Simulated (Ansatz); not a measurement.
# BH₃+ (doublet): trial inputs and their diagnosis at distance B1–H3 = 1.884 Å

3 inputs are run for BH₃+ (doublet) as typed; the log has to tell whether the result can be used and what must change.

Computed with Ansatz 0.2.0, Gaussian basis. Level: the settings change from run to run.

20 further runs of the same task are left out: 1 for a mislabelled method, 1 for a known fault of the program, 15 that didn't finish, 3 set aside as unsound or not needed.

## Step 1: The system

The geometry derives from a PBE0/def2-TZVP stationary point (not a proven minimum). One bond is set to the value named and the two fragments are kept rigid.

4 atoms, charge 1, spin multiplicity 2.

Atoms are counted from 1 here; the program's logs count them from 0.

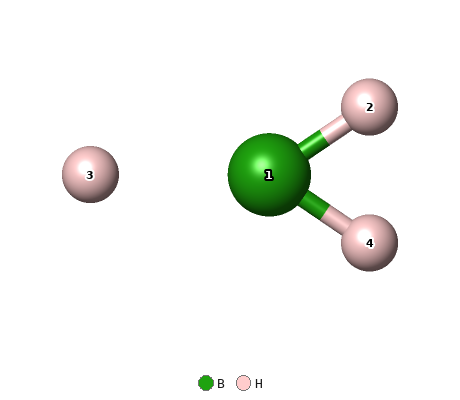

The structure; boron green, hydrogen pink; atoms are numbered from 1 in the order of the file.

Geometry (Å):

```
B     0.00000    0.00000    0.01643
H     0.00000    0.71778   -1.03832
H     0.00000    0.00000    1.90043
H     0.00000   -0.71778   -1.03832
```

## Step 2: Input 1

Contents of in.yaml:

```yaml
crystal:
  periodic: [false, false, false]
  atoms:
    - {symbol: B, position_ang: [0.000000, 0.000000, 0.016428]}
    - {symbol: H, position_ang: [0.000000, 0.717784, -1.038318]}
    - {symbol: H, position_ang: [0.000000, 0.000000, 1.900428]}
    - {symbol: H, position_ang: [0.000000, -0.717784, -1.038318]}
basis:
  gaussian: {orbitals: cc-pVDZ}
total_charge: 1
magnetization: {spin_polarized: false, initial_magnetization: 2}
correlation: {method: bccd_t, electrons: all}
accuracy: high
```

On the command line:

```
ansatz run in.yaml --threads 1 --pin off --events-out ev --progress --plain --max-ram 2393MiB
```

Standard output:

```text
Error: a molecule whose nuclei and cores have a total charge of 8 cannot have a net charge of 1 together with 2 unpaired electrons
```

Wall time 0.03 s (1 thread of Arm Neoverse V2, shared host).

Diagnosis: The run was refused. The number of unpaired electrons doesn't fit the electron count. Fix: make charge and initial_magnetization agree.

## Step 3: Input 2

Contents of in.yaml:

```yaml
crystal:
  periodic: [false, false, false]
  atoms:
    - {symbol: B, position_ang: [0.000000, 0.000000, 0.016428]}
    - {symbol: H, position_ang: [0.000000, 0.717784, -1.038318]}
    - {symbol: H, position_ang: [0.000000, 0.000000, 1.900428]}
    - {symbol: H, position_ang: [0.000000, -0.717784, -1.038318]}
basis:
  gaussian: {orbitals: def2-mTZVP, fitting: {mean_field: def2-universal-jkfit}, point_charges: [{charge: 1.00, position_ang: [4.515, 0.690, 0.490]}]}
total_charge: 1
magnetization: {spin_polarized: false, initial_magnetization: 1}
correlation: {method: mp2, frozen_orbitals: {B: 9}}
accuracy: high
output: {forces: true}
```

Same command.

Standard output:

```text
Functional definition: HF
  name "HF"
  cite "Fock, Z. Phys. 61, 126 (1930) doi:10.1007/BF01340294"
  parent pbe
  exchange = exact_x
  correlation = 0
Error: "frozen_orbitals" has no count for H
```

Wall time 0.03 s (1 thread of Arm Neoverse V2, shared host).

What is wrong: The run was refused. The frozen-orbital counts are incomplete or too large. To mend it, leave frozen_orbitals out, or give each element a count that its core has.

## Step 4: Input 3

Contents of in.yaml:

```yaml
crystal:
  periodic: [false, false, false]
  atoms:
    - {symbol: B, position_ang: [0.000000, 0.000000, 0.016428]}
    - {symbol: H, position_ang: [0.000000, 0.717784, -1.038318]}
    - {symbol: H, position_ang: [0.000000, 0.000000, 1.900428]}
    - {symbol: H, position_ang: [0.000000, -0.717784, -1.038318]}
basis:
  gaussian: {orbitals: aug-cc-pVDZ, point_charges: [{charge: 1.00, position_ang: [3.329, -0.704, -0.595]}]}
total_charge: 1
magnetization: {spin_polarized: false, initial_magnetization: 1}
correlation: {active_space: {window: {electrons: 3, orbitals: 3}, states: [{multiplicity: 2, irrep: Sigma, weights: [1]}]}}
accuracy: high
scf: {lower_state_search: off}
```

The command is unchanged.

Standard output:

```text
Functional definition: HF
  name "HF"
  cite "Fock, Z. Phys. 61, 126 (1930) doi:10.1007/BF01340294"
  parent pbe
  exchange = exact_x
  correlation = 0
these checks for a lower state are left out or cut short: stability, starts, cluster_reference, orbital_swaps, neighbouring_geometries, increment
949 factors; integrals over basis functions are off by at most 3.3e-9 eV
mean field evaluation 1: about -699.4651 eV, gradient 9.3e0 eV
mean field evaluation 2: about -699.4651 eV, gradient 9.3e0 eV
mean field evaluation 4: about -700.0353 eV, gradient 5.5e-1 eV
mean field evaluation 8: about -700.0377 eV, gradient 2.2e-5 eV
mean field -700.03767554 eV, -25.7259100737 hartree, gradient 5.2e-8 eV, S^2 0.750000; 0 other end points of the search recorded, 0 dependent functions left out
reference -700.03767554 eV, -25.7259100737 hartree; 4, 3 occupied and 46, 47 virtual orbitals, 949 factors
Error: the irrep Sigma is not accepted for these orbitals, which take A, or 1 to 1
```

It took 0.3 s on 1 thread of Arm Neoverse V2, shared host.

**Diagnosis.** The run stopped with an error. The symmetry label isn't in the molecule's group. Cure: name an irrep that the log lists.

## Step 5: Summary

| input | level | ended | cause | time |
| --- | --- | --- | --- | --- |
| 1 | BCCD(T) on ROHF/cc-pVDZ | refused | the number of unpaired electrons doesn't fit the electron count | 0.03 s |
| 2 | MP2 on ROHF/def2-mTZVP | refused | the frozen-orbital counts are incomplete or too large | 0.03 s |
| 3 | CASSCF(3,3)/aug-cc-pVDZ | stopped by an error | the symmetry label isn't in the molecule's group | 0.3 s |

2 refused, 1 stopped by an error.
